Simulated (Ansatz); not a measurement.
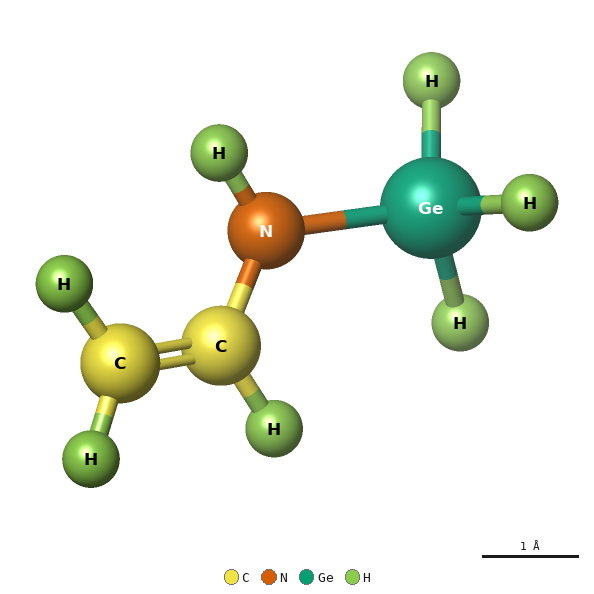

Starting geometry of the run.

Input file:

```yaml
crystal:
  periodic: [false, false, false]
  atoms:
    - {symbol: C, position_ang: [-0.380305, 2.115200, -0.322899]}
    - {symbol: C, position_ang: [-0.448420, 0.852879, 0.102978]}
    - {symbol: N, position_ang: [0.069636, -0.261173, -0.522043]}
    - {symbol: Ge, position_ang: [0.426041, -1.839032, 0.355894]}
    - {symbol: H, position_ang: [0.146791, 2.387856, -1.231006]}
    - {symbol: H, position_ang: [-0.870298, 2.902867, 0.231403]}
    - {symbol: H, position_ang: [-0.987128, 0.629621, 1.021950]}
    - {symbol: H, position_ang: [0.594176, -0.061985, -1.360704]}
    - {symbol: H, position_ang: [1.686147, -1.746427, 1.241563]}
    - {symbol: H, position_ang: [0.626776, -2.903801, -0.730150]}
    - {symbol: H, position_ang: [-0.798115, -2.132903, 1.233815]}
basis:
  gaussian: {orbitals: ANO-RCC-VTZP}
hamiltonian: {xc: {name: HSE06}, dispersion: d3bj, pseudopotentials: {relativity: scalar}}
```

Command:

```sh
ansatz run in.yaml --threads 4 --pin off --events-out ev --progress --plain --max-ram 10444MiB
```

Output:

```
Functional definition: HSE06
  name "HSE06"
  cite "Heyd, Scuseria & Ernzerhof, J. Chem. Phys. 118, 8207 (2003) doi:10.1063/1.1564060"
  cite "Krukau, Vydrov, Izmaylov & Scuseria, J. Chem. Phys. 125, 224106 (2006) doi:10.1063/1.2404663"
  cite "Heyd & Scuseria, J. Chem. Phys. 120, 7274 (2004) doi:10.1063/1.1668634"
  cite "Ernzerhof & Perdew, J. Chem. Phys. 109, 3313 (1998) doi:10.1063/1.476928"
  cite "Perdew, Burke & Ernzerhof, Phys. Rev. Lett. 77, 3865 (1996) doi:10.1103/PhysRevLett.77.3865"
  parent pbe
  parameter a = 0.25
  parameter omega = 0.11/bohr
  # The whole range is PBE's own exchange, as in plane waves. The composition of these papers is wPBEh.
  exchange = pbe_x - a*pbe_x_sr(omega) + a*exact_x_sr(omega)
  correlation = pbe_c
1620 factors; their error is unknown
129 factors; integrals over basis functions are off by at most 9.2e-7 eV
mean field evaluation 1: about -60771.9855 eV, gradient 6.3e1 eV
mean field evaluation 2: about -60753.2885 eV, gradient 1.0e2 eV
mean field evaluation 4: about -60780.2985 eV, gradient 9.9e0 eV
mean field evaluation 8: about -60780.5279 eV, gradient 2.3e-1 eV
mean field evaluation 16: about -60780.7285 eV, gradient 1.8e-4 eV
mean field -60780.72851563 eV, -2233.6505742920 hartree, gradient 3.1e-5 eV, S^2 0.000000; 0 other end points of the search recorded, 0 dependent functions left out
reference -60780.72859444 eV, -2233.6505771880 hartree; 29, 29 occupied and 202, 202 virtual orbitals, 1620 factors
Total energy: -60780.86796573 eV, -2233.6556989886 hartree
Relativity: scalar
```

The calculation finished and met its thresholds.
